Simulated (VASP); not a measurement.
```
Bi
1.0
    4.23197    -2.29326     0.01087
    4.23197     2.29326     0.01087
    2.97959     0.00000     3.78031
Bi
2
Direct
  0.23411   0.23411   0.23411
  0.76589   0.76589   0.76589
```

All values below come from PBE GGA, VASP's PBE PAW potentials (set 64) (plane waves; VASP 6.6.1). Settings: 400 eV cut-off, 11×11×11 Γ-centred mesh, tetrahedra with Blöchl corrections, potentials Bi_d.

Unless said otherwise, spin-orbit coupling is left out, though it shifts the bands of the heavy elements here.

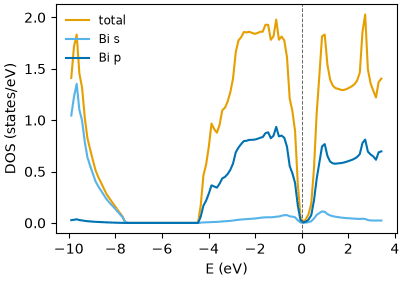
Total and projected density of states, zero at the Fermi level

Within 2 eV below the Fermi level the largest weight inside VASP's projection spheres is Bi p.

It has no gap at this level: it comes out as a metal or semimetal.

The compound is Bi in the a7 structure. It was relaxed first.
